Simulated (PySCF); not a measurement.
GeH$_{6}$Si, SMILES `[SiH3][GeH3]`.

PySCF calculation, ωB97X/def2-SVPD, gas phase; geometry: GFN2-xTB. No frequency check shows the geometry to be a minimum. GFN2-xTB bond lengths at metals and heavier atoms can be off by up to 0.1 Å and shapes distorted, which carries into these values.

Cartesian coordinates (Å):

```
Si1     -1.5762   -0.0000    0.0000
Ge2      0.7540    0.0000    0.0000
H3      -2.0863    0.4295    1.3023
H4      -2.0863    0.9132   -1.0231
H5      -2.0863   -1.3426   -0.2792
H6       1.3997   -0.4219   -1.2876
H7       1.3997    1.3261    0.2784
H8       1.3997   -0.9041    1.0092
```

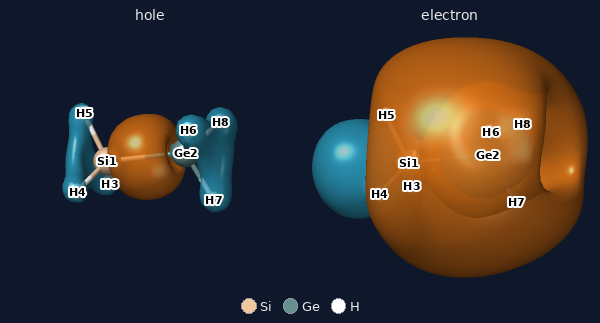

Leading natural transition orbital pair of S₃ (full linear response singlet states); the surfaces enclose about 70 % of each orbital's density.

Give its energy and the atoms that hole and electron lie on.

8.27 eV (150 nm), f = 0.196 (bright), diffuse (Rydberg-like) orbital; the leading pair carries 97 %; hole on Ge2 (39 %) and Si1 (35 %), electron on Ge2 (35 %), Si1 (25 %) and H6, H7 and H8 (8 % each) (atom shares of so diffuse an orbital are rough); their centroids lie 0.3 Å apart. In canonical orbitals it is mainly HOMO → LUMO (90 %). The HOMO–LUMO gap is 12.77 eV.
